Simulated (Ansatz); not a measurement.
**HfF4 (SMILES F[Hf](F)(F)F) at CAM-B3LYP/def2-SVP (core potential)**

Aim: the vertical singlet–triplet gap of HfF4 at CAM-B3LYP/def2-SVP (core potential), from 2 runs. 

The calculation is run with Ansatz 0.2.0.

7 further runs of the same task are left out: 6 that didn't finish, 1 set aside as unsound or not needed.

## (1) The structure to begin with

HfF4: 5 atoms, total charge 0, spin state singlet. SMILES: `F[Hf](F)(F)F`. The shape is that of a PBE0-D4/def2-TZVP optimisation.

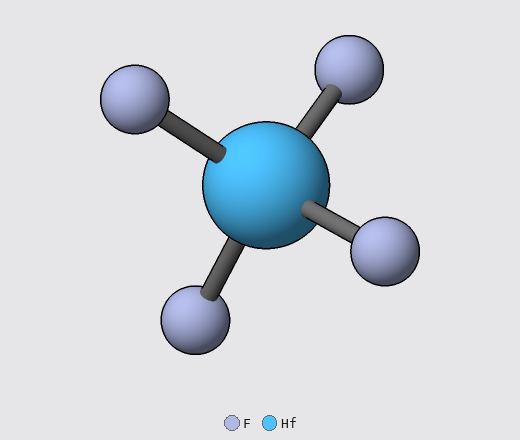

The structure, seen from a chosen angle (fluorine light blue, hafnium blue).

## (2) A single-point energy at CAM-B3LYP/def2-SVP (core potential)

Contents of molecule.yaml:

```yaml
crystal:
  periodic: [false, false, false]
  atoms:
    - {symbol: F, position_ang: [-0.908700, -0.112040, 1.661430]}
    - {symbol: Hf, position_ang: [-0.000000, 0.000000, -0.000000]}
    - {symbol: F, position_ang: [1.622880, -0.977200, 0.099740]}
    - {symbol: F, position_ang: [-1.093180, -0.727680, -1.368970]}
    - {symbol: F, position_ang: [0.379000, 1.816910, -0.392190]}
basis:
  gaussian: {orbitals: def2-SVP}
hamiltonian: {xc: {name: CAM-B3LYP}}
accuracy: high
output: {orbitals: {seedname: orbitals}}
```

The run is started by

```bash
ansatz run molecule.yaml --threads 1 --pin off --max-ram 3480MiB --events-out events.jsonl --progress --plain --runs-dir runs
```

Output:

```text
Warning: RAYON_NUM_THREADS=1 ignored (pool sized by the plan → 1); use --threads N
Functional definition: CAM-B3LYP
  name "CAM-B3LYP"
  parameter alpha = 0.19
  parameter beta = 0.46
  parameter omega = 0.33/bohr
  parameter ac = 0.81
  exchange = (1 - alpha - beta)*b88_x + beta*b88_x_sr(omega) + alpha*exact_x + beta*exact_x_lr(omega)
  correlation = (1 - ac)*vwn5_c + ac*lyp_c
1818 factors; integrals over basis functions are off by at most 3.1e-9 eV
418 factors; integrals over basis functions are off by at most 1.3e-9 eV
mean field evaluation 1: about -12163.4013 eV, gradient 6.9e1 eV
mean field evaluation 2: about -12148.5798 eV, gradient 1.2e2 eV
mean field evaluation 4: about -12171.3672 eV, gradient 1.1e0 eV
mean field evaluation 8: about -12171.4425 eV, gradient 1.1e-2 eV
mean field evaluation 16: about -12171.4425 eV, gradient 1.8e-6 eV
mean field -12171.44245997 eV, -447.2922603037 hartree, gradient 7.7e-8 eV, S^2 0.000000; 0 other end points of the search recorded, 0 dependent functions left out
reference -12171.44247826 eV, -447.2922609761 hartree; 24, 24 occupied and 64, 64 virtual orbitals, 1818 factors
Total energy: -12171.44247826 eV, -447.2922609761 hartree
```

Wall time 7.5 s (1 thread of Intel Xeon Platinum 8375C at 2.90GHz (Ice Lake), shared host); peak memory 0.35 GiB.

## (3) The triplet, same level

Changes to molecule.yaml since step 2:

```diff
@@ -9,5 +9,11 @@
 basis:
-  gaussian: {orbitals: def2-SVP}
-hamiltonian: {xc: {name: CAM-B3LYP}}
+  gaussian:
+    orbitals: def2-SVP
 accuracy: high
-output: {orbitals: {seedname: orbitals}}
+magnetization:
+  spin_polarized: true
+  initial_magnetization: 2
+output:
+  orbitals: {seedname: orbitals}
+hamiltonian:
+  xc: {name: CAM-B3LYP}
```

The run is started by

```bash
ansatz run molecule.yaml --threads 1 --pin off --max-ram 3480MiB --events-out events.jsonl --progress --plain --runs-dir runs
```

Output, cut to the lines that bear on the results:

```text
Warning: RAYON_NUM_THREADS=1 ignored (pool sized by the plan → 1); use --threads N
[... 2 set-up lines as earlier in the session ...]
[...]
1818 factors; integrals over basis functions are off by at most 3.1e-9 eV
418 factors; integrals over basis functions are off by at most 1.3e-9 eV
[...]
mean field -12161.62494262 eV, -446.9314731957 hartree, gradient 9.1e-8 eV, S^2 2.006310; 12 other end points of the search recorded, 0 dependent functions left out
reference -12161.62496040 eV, -446.9314738491 hartree; 25, 23 occupied and 63, 65 virtual orbitals, 1818 factors
Total energy: -12161.62496040 eV, -446.9314738491 hartree
```

Wall time 4.8 min (1 thread of Intel Xeon Platinum 8375C at 2.90GHz (Ice Lake), shared host); peak memory 0.58 GiB.

## (4) What came out

Level: CAM-B3LYP/def2-SVP (core potential).

| quantity | value |
| --- | --- |
| singlet: total energy | -447.29226 Eh |
| singlet: HOMO energy | -13.55 eV |
| singlet: LUMO energy | -0.22 eV |
| singlet: HOMO–LUMO gap | 13.33 eV |
| triplet: total energy | -446.93147 Eh |
| triplet: HOMO energy (highest over α and β) | -3.72 eV |
| triplet: ⟨S²⟩ | 2.006 |
| vertical energy of the triplet above the singlet | 9.818 eV |

In words: At this shape the triplet lies 9.82 eV (226 kcal/mol) above the singlet.
